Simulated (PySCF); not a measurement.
**C$_{11}$H$_{14}$O$_{2}$: density, localisation and related maps**

Input

```
{"job": {"xc": "mPW1PW91", "basis": "6-31G*", "kind": "nmr", "pop": true}, "charge": 0, "multiplicity": 1}
C     -2.758488    -0.865507     1.279028
C     -2.095111    -0.071450     0.152691
C     -2.396546    -0.709960    -1.202769
C     -2.547608     1.387938     0.187362
O     -0.679494    -0.163591     0.445319
C      0.230945     0.417454    -0.333834
O     -0.005711     1.060987    -1.329558
C      1.611677     0.181399     0.170140
C      2.674836     0.730357    -0.542084
C      3.972987     0.536904    -0.110247
C      4.217557    -0.205306     1.034291
C      3.162371    -0.753619     1.746330
C      1.861324    -0.563371     1.319319
H     -2.510651    -0.425505     2.241566
H     -3.837071    -0.859091     1.153565
H     -2.406150    -1.893725     1.268067
H     -2.023384    -1.731922    -1.225505
H     -1.921556    -0.145111    -2.000104
H     -3.469983    -0.722059    -1.369781
H     -2.071792     1.949955    -0.611457
H     -2.281506     1.839094     1.141180
H     -3.625444     1.438831     0.061084
H      2.458679     1.304783    -1.430287
H      4.795858     0.963657    -0.664305
H      5.232286    -0.356816     1.372396
H      3.356994    -1.331139     2.638166
H      1.035083    -0.986763     1.868651
```

Run with:

```sh
OMP_NUM_THREADS=1 python ens_run.py task.json out
```

Geometry: GFN2-xTB.

Theory: mPW1PW91/6-31G*, SCF density, gas phase, non-relativistic in PySCF.

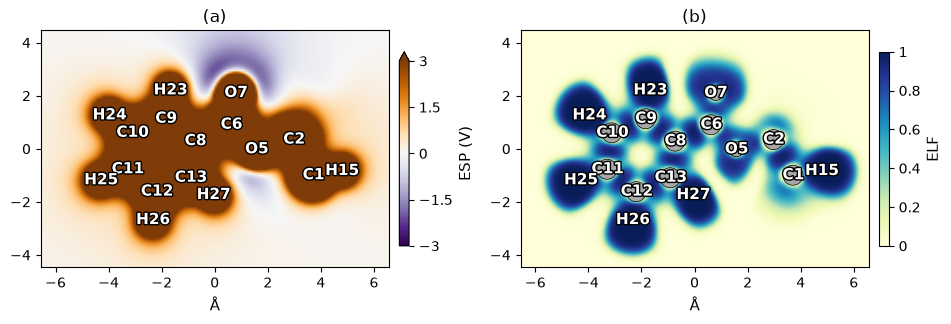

Figure 1. (a) molecular electrostatic potential; (b) ELF on the plane of atoms C12, C13 and H27. Grey discs cover the atomic cores in the ELF map.

What does the map show?

- The plane passes through C, O and H nuclei.
- C–O (1.21 Å): the ELF peaks at about 0.85 between the atoms: a multiple bond.
- C–C (1.38 Å): the ELF peaks at about 0.95 between the atoms, as expected for a covalent bond.
- C–H (1.08 Å): the ELF climbs to about 1 towards the hydrogen, as it does in any bond to H (an ordinary covalent bond to hydrogen).
- C–O (1.33 Å): the ELF peaks at about 0.90 between the atoms: a shared but strongly polarised pair.
- C–C (1.49 Å): the ELF peaks at about 0.95 between the atoms; a shared electron pair.
- The ELF also peaks beside O5 and O7, away from the bonds: lone-pair regions.
- Outside the dense part of the molecule the potential is most negative (−2.0 V) near O7.

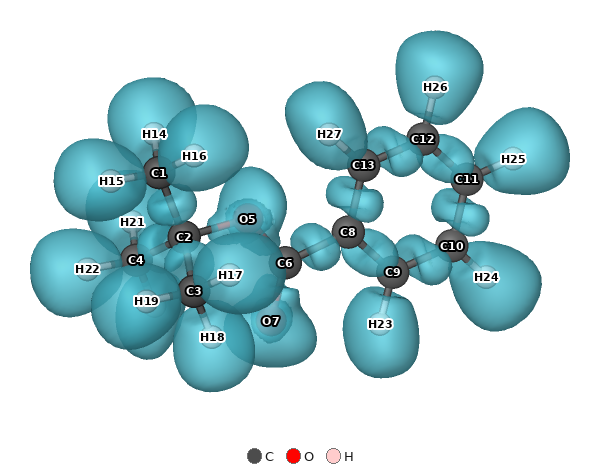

Figure 2. Isosurface of the ELF at 0.75 (cyan), seen at a tilt. Only the valence region is drawn (cores and ρ < 0.01 e/Å³ removed).

Identify the bonds, lone pairs and shells in this picture.

The ELF exceeds this value in ten regions between bonded C–C atoms (shared pairs), 14 regions around hydrogen nuclei and two regions on O in which the atom's valence shell and bonds are merged.

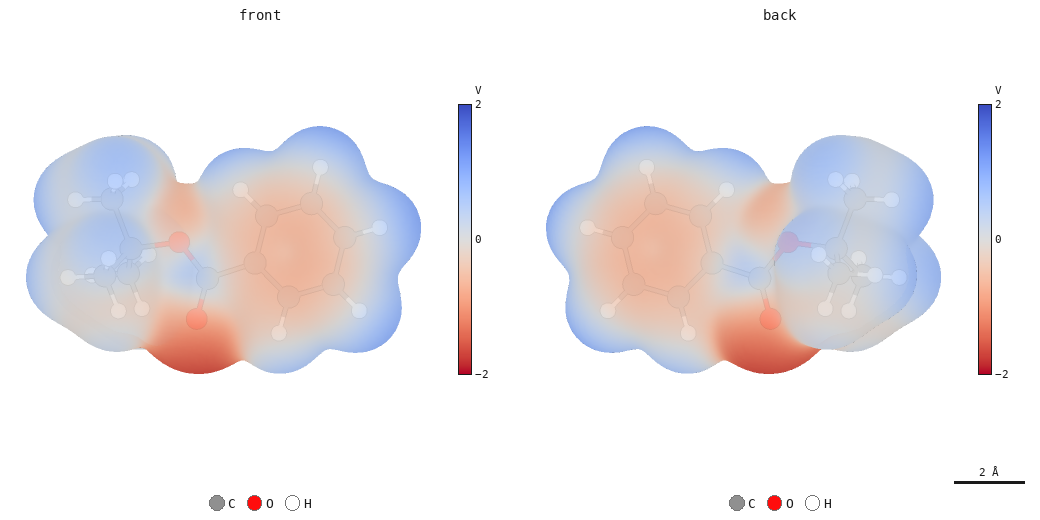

Figure 3. The molecular electrostatic potential painted on the density surface at 0.002 e/bohr³, seen from the front and from behind; the colour scale runs from red (negative) to blue (positive).

Describe the electrostatic potential map.

The most negative region (about −1.6 V) lies over O7, the most positive (about +0.9 V) over H24, H25 and H26. O7 is the likeliest acceptor of a hydrogen bond.
